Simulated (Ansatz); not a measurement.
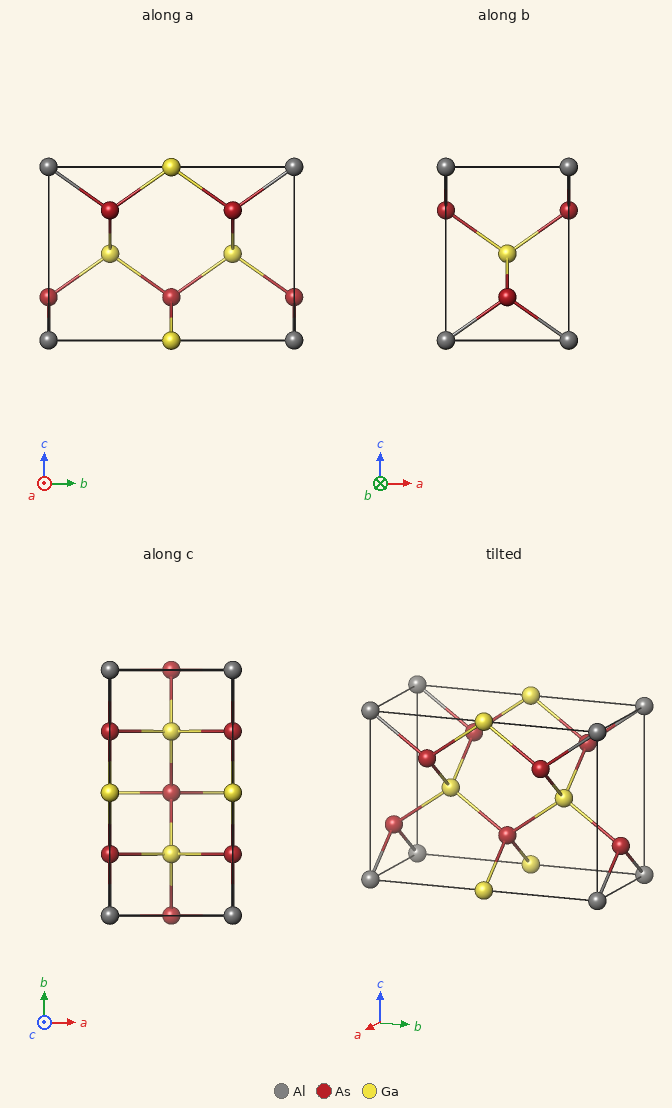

We look at a ball-and-stick model of the crystal along the a axis, along the b axis, along the c axis and slightly off an axis. The parallelepiped is the conventional unit cell.

Lattice parameters: a = 4.0126 Å, b = 8.0207 Å, c = 5.6643 Å, α = 90.000°, β = 90.000°, γ = 90.000°.

Question: Transcribe the picture into a CIF in P1 with every atom of the cell, with free fractional coordinates to two decimals.

Answer:
```cif
data_structure
_symmetry_space_group_name_H-M 'P 1'
_symmetry_Int_Tables_number 1
_cell_length_a 4.0126
_cell_length_b 8.0207
_cell_length_c 5.6643
_cell_angle_alpha 90.000
_cell_angle_beta 90.000
_cell_angle_gamma 90.000
_cell_volume 182.30
loop_
_atom_site_label
_atom_site_type_symbol
_atom_site_fract_x
_atom_site_fract_y
_atom_site_fract_z
_atom_site_occupancy
Al1 Al 0.00 0.00 0.00 1
As1 As 0.50 0.00 0.25 1
Ga1 Ga 0.50 0.25 0.50 1
As2 As 0.00 0.25 0.75 1
Ga2 Ga 0.00 0.50 0.00 1
As3 As 0.50 0.50 0.25 1
Ga3 Ga 0.50 0.75 0.50 1
As4 As 0.00 0.75 0.75 1
```

Origin of the cell: a structure type filled with these elements by a generator (whether the compound takes this form wasn't checked). Earlier steps of the study, as a rule a relaxation of our own, may have changed the cell and positions, so they can lie some per cent off the listed ones. An electronic-structure calculation with Ansatz was run on it.
